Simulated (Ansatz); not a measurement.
# What WS2 monolayer (1T) distorts into, part 3 of 3

Wanted: the energy along a soft mode of WS2 monolayer (1T) and the structure at the end.

Ansatz 0.2.0; DFT PBEsol, scalar-relativistic, plane waves, PAW; PAW set soft_1.

So far. Step 5 (Energy along the mode, all amplitudes (two of the runs …): The lowest of the steps tried is at 0.22 Å, 44.0 meV/atom below the parent; the bottom of the well need not coincide with a step. Step 7 (The new phase in its own primitive cell): The largest force component left is 0.054 meV/Å, within the tolerances set.

## (8) Modes of the new phase, k-mesh 6×6×1, occupations fixed

A relaxed structure may still be a saddle point, so its zone-centre modes are computed. The response to a homogeneous field gives the Born charges and the dielectric tensor.

The input, input.yaml:

```yaml
crystal:
  lattice:
    - [4.870100372, 2.8117537608, 0.0]
    - [0.0, 5.6235075216, 0.0]
    - [0.0, 0.0, 29.504]
  atoms:
    - { symbol: W, position: [0.0, 0.0458998005, 0.3390409198] }
    - { symbol: W, position: [0.2874335328, 0.3333333333, 0.3390409198] }
    - { symbol: W, position: [0.7125664672, 0.6207668662, 0.3390409198] }
    - { symbol: S, position: [1.0, 0.3333333333, 0.3972565586] }
    - { symbol: S, position: [0.3333333333, 0.6666666667, 0.3871209766] }
    - { symbol: S, position: [0.6666666667, 1.0, 0.3871209766] }
    - { symbol: S, position: [0.3438966764, -0.0105633431, 0.287270924] }
    - { symbol: S, position: [0.6561033236, 0.3333333333, 0.287270924] }
    - { symbol: S, position: [0.0, 0.6772300098, 0.287270924] }
  periodic: [true, true, false]
kpoints:
  mp_grid: { grid: [6, 6, 1] }
hamiltonian:
  xc: pbesol
  pseudopotentials: { kind: paw, azcp: { folder: soft_1 }, xc_functional: pbe }
scf:
  occupations: { method: fixed }
output:
  eigenvalues: true
phonons:
  method: dfpt
  dielectric: true
```

Run with:

```console
> ansatz run input.yaml --threads 4 --pin off --max-ram 16384MiB --backend cpu --events-out ev --progress --plain --runs-dir out
```

Numbers of over 12 decimals in the logs are rounded to 6 here.

The program printed:

```text
Warning: phonons.dielectric: true without phonons.rigid_motions: the static dielectric tensor ε⁰ will be withheld (ε∞, Z* and the rows of modes are given); for a crystal or a slab, whose only rigid motions are the translations, set phonons.rigid_motions: translations
[...]
Crystal: 9 atoms, lattice volume = 808.027 Å³
Basis set: ecut = 420 eV, 15783 PW (Γ), exchange–correlation on 96×96×400 points (8 copies of the dense FFT grid, shifted against one another)
Bands: 48, of which v1, the nominal top of the filled ones, is band 39 counted from 1 (38 counted from 0)
Symmetry: 6 space group operations
k-points: 20 of 36 (irreducible under 1 space group operation, time reversal used)
[...]
SCF iter   1: F=—  HF=-36089.760576 eV  |F-HF|=—  |Δ(HF+E_count)|=         —  Δρ=2.30e-2  dr2=5.08e0  ethr=3.10e-3  ⟨swp⟩=7.2  Hψ=5666  notcnv=0  defer=132
[...]
SCF iter  14: F=-36088.082311 eV  HF=-36088.082311 eV  |F-HF|=1.02e-10  |Δ(HF+E_count)|=  1.96e-10  Δρ=6.90e-8  dr2=9.54e-11  ethr=1.00e-12  ⟨swp⟩=31.4  Hψ=11141  notcnv=0
SCF 1 converged in 14 iterations: F = -36088.082311 eV  dr2 = 9.54e-11
[...]
NSCF: frozen V_eff on 7 k-points
[...]
DFPT response loops at Γ: preconditioner auto → none (the input reference at scf.mixing.eps_inf says where Resta's filter doesn't serve); β = 0.50; Broyden in place of MSR1
── the response to a field inside a basis, on 8×8×1 k-points: an SCF that follows is theirs, and a resumed run solves both again ──
Bands: 40, of which v1, the nominal top of the filled ones, is band 39 counted from 1 (38 counted from 0)
k-points: 20 of 64 (irreducible under 2 space group operations, time reversal used)
[...]
Eigensolver: Dense (20 Hₖ)
SCF iter   1: F=—  HF=-36088.011860 eV  |F-HF|=—  |Δ(HF+E_count)|=         —  Δρ=8.85e-5  dr2=1.94e-5  ethr=1.00e-1
[...]
SCF iter   5: F=-36088.011867 eV  HF=-36088.011867 eV  |F-HF|=4.80e-8  |Δ(HF+E_count)|=  9.75e-10  Δρ=1.20e-6  dr2=6.01e-8  ethr=1.70e-10
SCF 1 converged in 5 iterations: F = -36088.011867 eV  dr2 = 6.01e-8
[...]
SCF converged after 14 iterations
Free energy (F): -36088.082311 eV
[...]
Internal energy: -36088.082311 eV  (E = F + TS)
E sigma→0 (E₀):  -36088.082311 eV
Fermi energy:    -5.704611 eV
[...]
--- Band table (eV; the first three rows and the last of 20) ---
  k-point 0: bands = [... 35 lower, -6.0928, -6.0928, -5.8123, -5.8123, -4.9231, -4.7232, -4.7232, -3.2050, ... 5 higher]
  k-point 1: bands = [... 35 lower, -6.6323, -6.3197, -5.9445, -5.7046, -4.8557, -4.5301, -4.4078, -3.0364, ... 5 higher]
  k-point 2: bands = [... 35 lower, -6.8384, -6.5890, -6.0201, -5.7962, -4.7690, -4.3628, -4.2167, -2.9752, ... 5 higher]
  k-point 19: bands = [... 35 lower, -7.0793, -6.8813, -6.0872, -5.9105, -4.6608, -4.4929, -4.2157, -2.8802, ... 5 higher]
[...]
k mesh reduced under 1 symmetry operation, with k and −k counted as one. Each operation leaves every solved perturbation unchanged. A smaller set is not considered because the run solves the response to a homogeneous field
  ASR residual: 1.328e-4 → 0.000e0 eV/Å²; symmetrization residual: 2.787e-6 eV/Å²
  ASR residual per site (eV/Å²): 1.33e-4 1.32e-4 1.32e-4 8.20e-5 1.11e-4 1.11e-4 7.51e-5 7.51e-5 7.59e-5
  Γ frequencies (cm⁻¹): -75.29 0.00 0.00 0.00 64.83 64.83 110.88 110.88 169.12 236.27 236.27 260.81 260.81 282.06 301.63 311.23 311.23 324.50 324.50 324.58 332.60 334.79 334.79 391.43 391.43 403.98 447.33
  ε∞ (high-frequency dielectric tensor):
        5.265330    -0.000000     0.000000
        0.000000     5.265330     0.000000
        0.000000     0.000000     1.170234
  α∞ (the layer's polarisability for a field applied outside it; Å, Gaussian; ε∞ is over the cell's 29.504 Å):
       10.014371    -0.000000     0.000000
        0.000000    10.014371     0.000000
        0.000000     0.000000     0.399684
  ε⁰ (static dielectric tensor): not given — the deck does not say what the cell's rigid motions are, and on a molecule in a box or a wire the rigid rotations would enter the sum over the modes at Γ. For a crystal or a slab, whose only rigid motions are the translations, set phonons.rigid_motions: translations.
  Born effective charges Z* (e; rows j = field, columns β = displacement):
    site 0:
         6.24739    0.00000    0.00000
         0.00000   -0.76449   -0.72494
         0.00000   -0.12300    0.06094
    site 1:
         0.98848   -3.03623    0.62782
        -3.03623    4.49442    0.36247
         0.10652    0.06150    0.06094
    site 2:
         0.98848    3.03623   -0.62782
         3.03623    4.49442    0.36247
        -0.10652    0.06150    0.06094
    site 3:
         0.68134    0.00000    0.00000
         0.00000    0.68134   -0.00000
         0.00000   -0.00000    0.04743
    site 4:
        -2.61378   -0.39712   -0.00000
         0.39712   -2.61378   -0.00000
        -0.00000   -0.00000   -0.04656
    site 5:
        -2.61378    0.39712   -0.00000
        -0.39712   -2.61378   -0.00000
        -0.00000    0.00000   -0.04656
    site 6:
        -1.55261    0.56564   -0.80507
         0.56564   -0.89947    0.46481
         0.00311   -0.00180   -0.04571
    site 7:
        -1.55261   -0.56564    0.80507
        -0.56564   -0.89947    0.46481
        -0.00311   -0.00180   -0.04571
    site 8:
        -0.57290    0.00000   -0.00000
        -0.00000   -1.87918   -0.92962
        -0.00000    0.00359   -0.04571
  Z* charge neutrality: 1.305e-2 e pre-enforcement
  solved inside a basis spanned on kpoints, on 8×8×1 k-points, its susceptibility summed on 12×12×1: ε∞ is read to err by 3.3e-2, Z* by 5.6e-2 e (field_mesh: kpoints solves on kpoints); Z* is corrected for what the basis lacks
  optical modes at Γ without the LO–TO term, one row a degenerate level:
      ω (cm⁻¹)  modes    IR ((D/Å)²/amu)
        -75.29      1             0.0000
         64.83      2            14.5683
        110.88      2             2.8060
        169.12      1             0.0035
        236.27      2            12.7467
        260.81      2             8.2948
        282.06      1             0.0017
        301.63      1             0.0000
        311.23      2             0.6508
        324.50      2             3.7215
        324.58      1             0.0000
        332.60      1             0.0055
        334.79      2             0.2462
        391.43      2             3.0626
        403.98      1             0.0055
        447.33      1             0.0002
```

The job ended after 8.6 min (4 threads of Arm Neoverse V1, shared host; peak memory 7.6 GiB; 33 min of CPU time).

Numbers from this step:

```yaml
sum_rule_residual_before_enforcement: 1.33e-4 eV/Å²
miss_of_the_charge_sum_rule: 0.01305 e
estimated_error_of_the_dielectric_tensor: 0.03268
estimated_error_of_the_born_charges: 0.05638 e
point_group: 3m
highest_optical_mode_at_the_zone_centre_no_lo_to_term: 447.3 cm⁻¹
lowest_optical_zone_centre_mode: -75.29 cm⁻¹
largest_born_charge_third_of_the_trace: 1.848 e
```

Patterns of degenerate modes are one choice out of their space. The modes at Γ (shares of kinetic energy by element, %) (negative means imaginary):

```tsv
mode	frequency (cm⁻¹)	symmetry	W %	S %
1	-75.3	A2	87	13
2	0.0	acoustic	74	26
3	0.0	acoustic	74	26
4	0.0	acoustic	74	26
5	64.8	E	85	15
6	64.8	E	85	15
7	110.9	E	84	16
8	110.9	E	84	16
9	169.1	A1	91	9
10	236.3	E	21	79
11	236.3	E	21	79
12	260.8	E	7	93
13	260.8	E	7	93
14	282.1	A1	7	93
15	301.6	A2	4	96
16	311.2	E	6	94
17	311.2	E	6	94
18	324.5	E	6	94
19	324.5	E	6	94
20	324.6	A2	10	90
21	332.6	A1	9	91
22	334.8	E	13	87
23	334.8	E	13	87
24	391.4	E	5	95
25	391.4	E	5	95
26	404.0	A1	2	98
27	447.3	A1	16	84
```

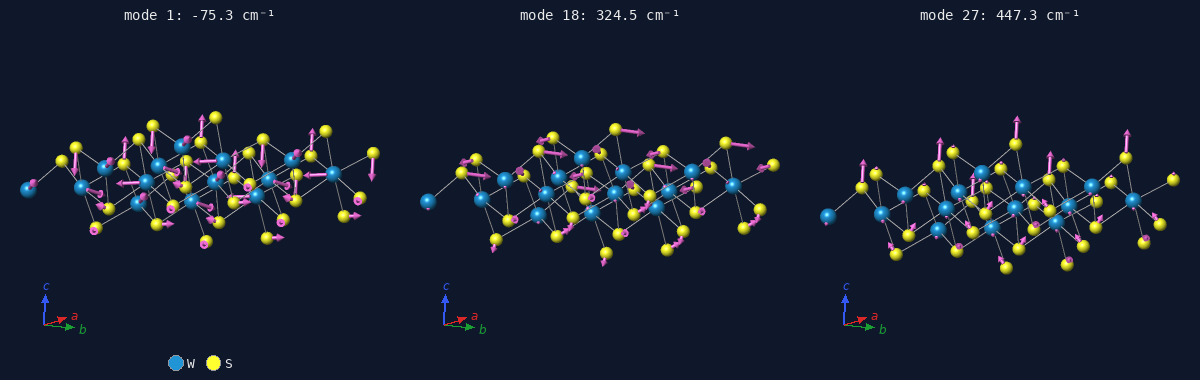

Displacement patterns of modes 1, 18 and 27 at Γ; arrows are exaggerated. 2×2×1 cells are drawn. Some periodic images of atoms are drawn too.

High-frequency dielectric tensor, averaged over the cell of height 29.5 Å or as lengthened by the program, vacuum included. Tensor:

```tsv
	x	y	z
x	5.265	0	0
y	0	5.265	0
z	0	0	1.17
```

Born charge (rows field, columns displacement) (e), principal values of the symmetric part by kind of site:

```tsv
atom	atoms with these values	low	middle	high	mean
W1	3	-0.94	0.24	6.25	1.85
S4	1	0.05	0.68	0.68	0.47
S5	2	-2.61	-2.61	-0.05	-1.76
S7	3	-1.99	-0.57	0.06	-0.83
```

In full for S4:

```
0.68 0.00 0.00
0.00 0.68 0.00
0.00 0.00 0.05
```

Transverse modes; imaginary modes are left out. Lines of the infrared spectrum (strongest = 100):

```tsv
position (cm⁻¹)	relative intensity
65	100
111	19
169	0.0
236	87
261	57
282	0.0
302	0.0
311	4.5
324	26
325	0.0
333	0.0
335	1.7
391	21
404	0.0
447	0.0
```

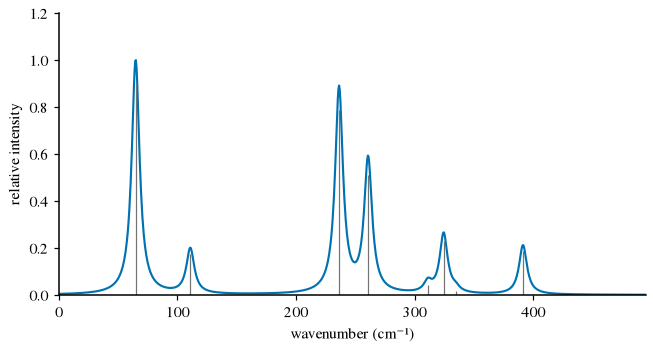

The infrared spectrum, broadened with Lorentzians of width 8 cm⁻¹; bars mark the lines.

Before it was imposed, the acoustic sum rule was missed by 1.3e-4 eV/Å² and the charge sum rule by 0.013 e. Small misses are needed for a sound result but don't prove that mesh and cutoff are converged. The lowest optical mode is imaginary, 75.3i cm⁻¹, so the energy falls along it.

## (9) Outcome

| Quantity | Value |
| --- | --- |
| unstable mode of the parent | q = (0.333, 0.333, 0), 152i cm⁻¹ |
| depth at the lowest point sampled | 44.0 meV/atom |
| largest atomic shift at that point | 0.22 Å |
| space group reached (within 0.01 Å) | P31m |
| energy gained over the parent (first relaxation, on the mesh of the frozen mode) | 67.8 meV/atom |
| area per atom, phase reached | 3.04 Å² |
| gap on the k-mesh, phase reached | 0.782 eV |
| lowest optical zone-centre mode, phase reached | -75.3 cm⁻¹ |
| highest optical mode at the zone centre (no LO-TO term), phase reached | 447 cm⁻¹ |

In words: Along this mode the structure falls into P31m, 67.8 meV/atom below the parent. At the parent's cell the well is 43.97 meV/atom deep on the steps tried, with its lowest point at a shift of 0.22 Å. Relaxing atoms and cell changes the gain by +23.85 meV/atom against the lowest step (energies at zero smearing). The new phase still has an imaginary mode at the zone centre of its cell, so it is a saddle point on the way to a lower structure. Of the 4 patterns followed to their end from this parent, this one ends 42.9 meV/atom above the lowest, P2_1/m. Each path keeps the symmetry of its pattern, so a lower phase may lie along a pattern not tried. With no gap, or one that is small against the smearing, the frequencies hang on the k mesh and the smearing, most of all near Kohn anomalies. In a sheet or slab the interpolated bending branch near Γ is rough, since the rotational sum rule isn't imposed. Dielectric tensors refer to the cell with its vacuum. Spin-orbit coupling is left out, which can matter for the heavy elements here. The PAW files were made for PBE and serve the other functionals too. The starting cell was built on a prototype and not taken from a measurement.

[Logs are printed without paths, hosts, clocks, repeated set-up lines and the standing remarks that a program may print on its own settings, such as how far it seeks lower states.]

[Hosts, paths, dates, database ids (printed as entryN), source tags and the programs' standing remarks are cut or masked in the printed files.]
